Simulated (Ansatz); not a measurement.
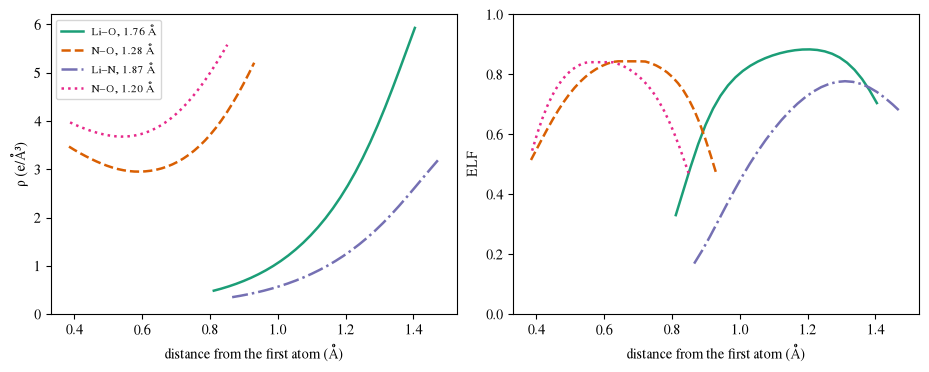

LiNO2 (SMILES O=[N+]1[Li-][O]1). Electron density and electron localisation function along straight lines between neighbouring atoms. The curves leave out the atomic cores.

Geometry: PBE0-D3(BJ)/def2-SVP.

Computed with isolated molecule in a Gaussian basis; Kohn-Sham density functional theory, functional PBE0 in Ansatz 0.2.0.

```xyz
4

Li    1.1734   -1.2947   -0.0292
N    -0.1109   -0.2892    0.8896
O    -0.0082   -0.0413   -0.3658
O    -0.9086    0.3112    1.5466
```

What kind of bonding do the profiles show?

Answer. Li–O (1.76 Å): ρ at the midpoint is about 0.63 e/Å³; the ELF peaks at about 0.90 in the valence shell of O, 0.5 Å from its nucleus, and falls to about 0.15 next to Li (an ionic contact with no shared pair).
N–O (1.28 Å): ρ at the midpoint is about 3 e/Å³; the ELF peaks at about 0.85 between the atoms, as expected for a covalent bond.
Li–N (1.87 Å): the density is about 0.45 e/Å³ at the midpoint; the ELF peaks at about 0.80 in the valence shell of N, 0.6 Å from its nucleus, and is about 0.30 at the midpoint; a largely ionic contact.
N–O (1.20 Å): the density is about 3.7 e/Å³ at the midpoint; the ELF peaks at about 0.85 between the atoms, as expected for a covalent bond.
